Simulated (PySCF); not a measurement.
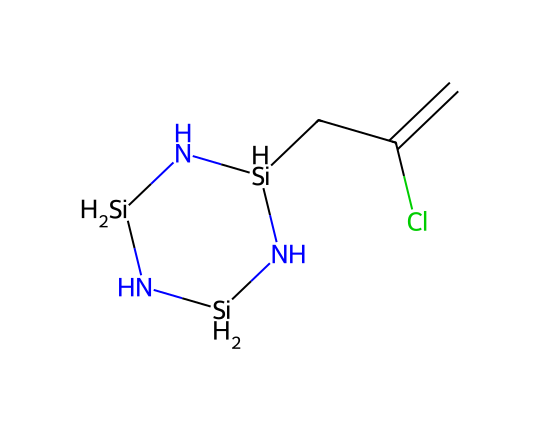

> Give its SMILES.

C=C(Cl)C[SiH]1N[SiH2]N[SiH2]N1

> Give the formula, hydrogens included.

C3H12ClN3Si3.

> An optimisation with PBE0-D3(BJ)/def2-SVP gave a structure of which point group?

C1. Other conformers may differ.

The parts below concern this one geometry. Atoms keep their numbers from picture to picture. The geometry was computed by an optimisation with PBE0-D3(BJ)/def2-SVP. No frequency run is at hand to confirm it as a minimum.

## NMR shielding

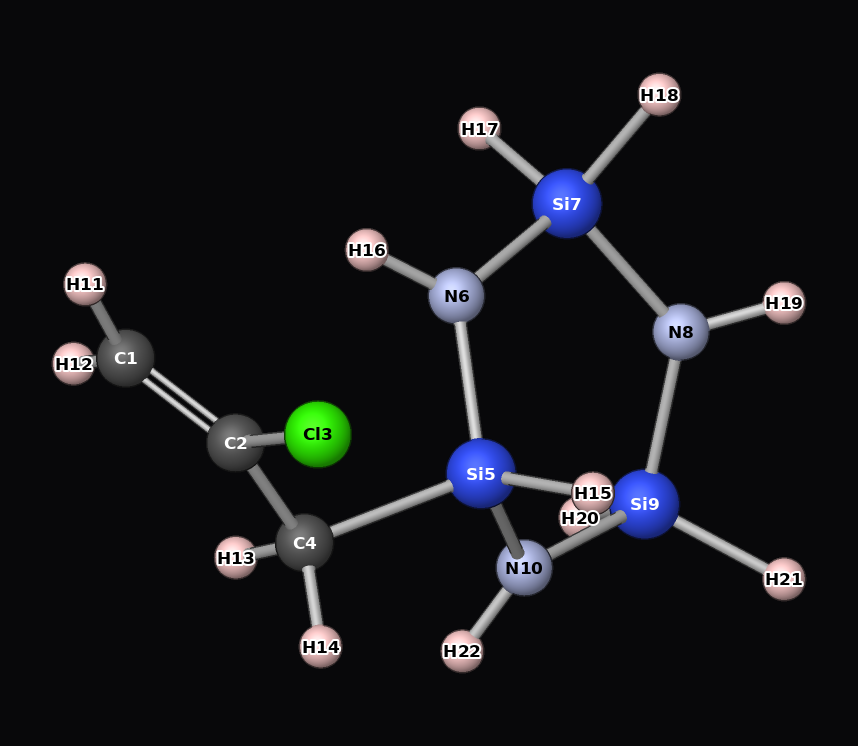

The questions are on isotropic NMR shieldings of the H atoms. No frequency run is at hand to confirm it as a minimum. Properties computed with GIAO PBE0/pcSseg-1 NMR shielding, non-relativistic, IEF-PCM water (PySCF 2.14.0).

> Which H atom is the most shielded (lowest chemical shift)?

H22 (30.32 ppm).

> Which H atom is the least shielded (highest chemical shift)?

H12 (25.62 ppm).

> How wide is the range of H shifts?

4.70 ppm.

Give the isotropic NMR shieldings of the H atoms atom by atom.

| atom | σ (ppm) |
| --- | --- |
| H11 | 25.76 |
| H12 | 25.62 |
| H13 | 29.16 |
| H14 | 29.05 |
| H15 | 26.03 |
| H16 | 29.90 |
| H17 | 25.96 |
| H18 | 26.07 |
| H19 | 30.04 |
| H20 | 25.99 |
| H21 | 26.10 |
| H22 | 30.32 |

## Quadrupole coupling

No frequency run is at hand to confirm it as a minimum. Electric field gradients from the ground-state density, PBE0/pcSseg-1 in chloroform (IEF-PCM) (PySCF 2.14.0), non-relativistic apart from any core potentials.

Give the largest field-gradient component, the quadrupole coupling constant and the asymmetry for 35Cl at Cl3 (Q = −81.7 mb), 14N at N6 (Q = 20.44 mb), 14N at N8 (Q = 20.44 mb), 14N at N10 (Q = 20.44 mb), 2H at H11 (Q = 2.86 mb), 2H at H12 (Q = 2.86 mb).

```csv
atom,V_zz (a.u.),e²qQ/h (MHz),η
Cl3,3.704,−71.1,0.12
N6,−0.737,−3.54,0.39
N8,−0.716,−3.44,0.38
N10,−0.761,−3.65,0.40
H11,0.309,0.207,0.07
H12,0.305,0.205,0.07
```

## Electronic properties

No frequency run is at hand to confirm it as a minimum. Level of theory: PBE0/pcSseg-1 in chloroform (IEF-PCM) (PySCF 2.14.0).

What does the calculation give?

- dipole moment: 2.32 D
- HOMO energy (Kohn–Sham orbital): −7.10 eV
- LUMO energy (Kohn–Sham orbital): −0.16 eV
- HOMO–LUMO gap: 6.95 eV

## Charges

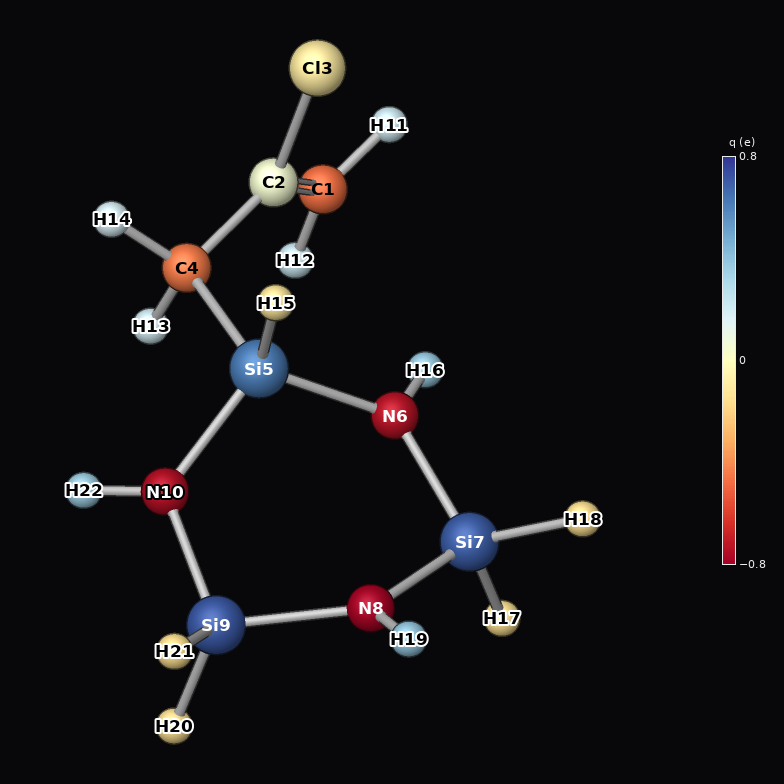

Atoms are coloured by their ESP-fitted charges. No frequency run is at hand to confirm it as a minimum. Level of theory: PBE0/pcSseg-1 in chloroform (IEF-PCM) (PySCF 2.14.0).

> Which atom carries the highest charge (most positive or least negative)?

Si9 (0.70 e).

> And the lowest?

N8 (−0.78 e).

Give the ESP-fitted charges atom by atom.

```tsv
atom	value (e)
C1	−0.47
C2	0.05
Cl3	−0.10
C4	−0.44
Si5	0.61
N6	−0.73
Si7	0.69
N8	−0.78
Si9	0.70
N10	−0.74
H11	0.21
H12	0.22
H13	0.20
H14	0.18
H15	−0.11
H16	0.36
H17	−0.14
H18	−0.15
H19	0.38
H20	−0.15
H21	−0.15
H22	0.35
```
